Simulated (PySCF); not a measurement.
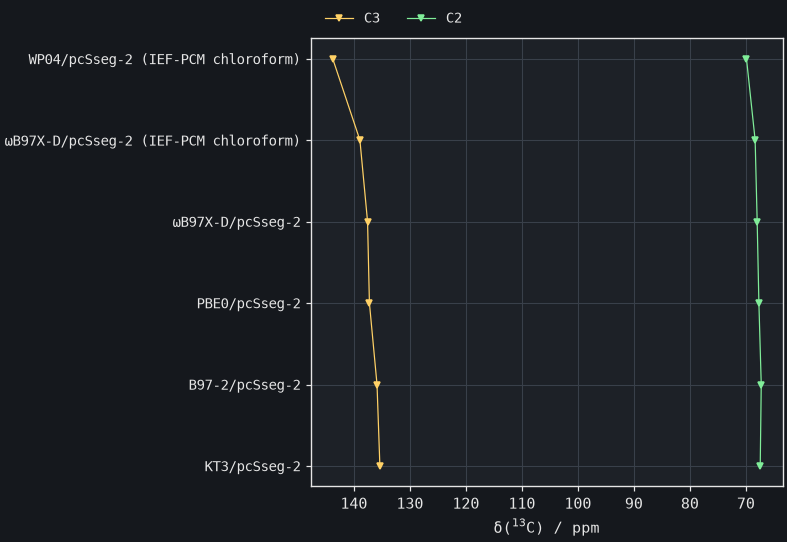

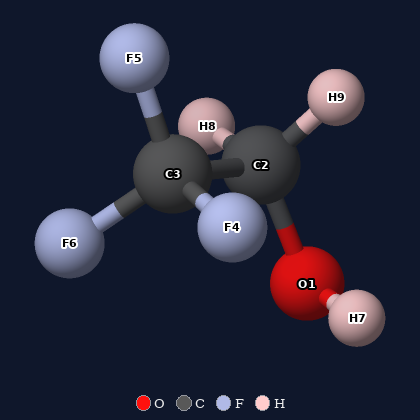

GIAO ¹³C shifts of C₂H₃F₃O (2,2,2-trifluoroethanol), SMILES OCC(F)(F)F at several levels, one geometry, PySCF, at a PBE0-D3(BJ)/def2-TZVP geometry (no frequency check); values of one conformer, averaged over nuclei that symmetry or rotation about single bonds exchange, these motions taken as fast; each against TMS at the same level.

### Which of the plotted signals depends most on the level, and by how much?

That of C3: from 135.4 ppm (KT3/pcSseg-2) to 143.8 ppm (WP04/pcSseg-2 (IEF-PCM chloroform)), a spread of 8.4 ppm. The steadiest, C2, moves by 2.6 ppm.

### Do all levels give the signals in the same order?

Yes, the order of the signals is the same at every level.
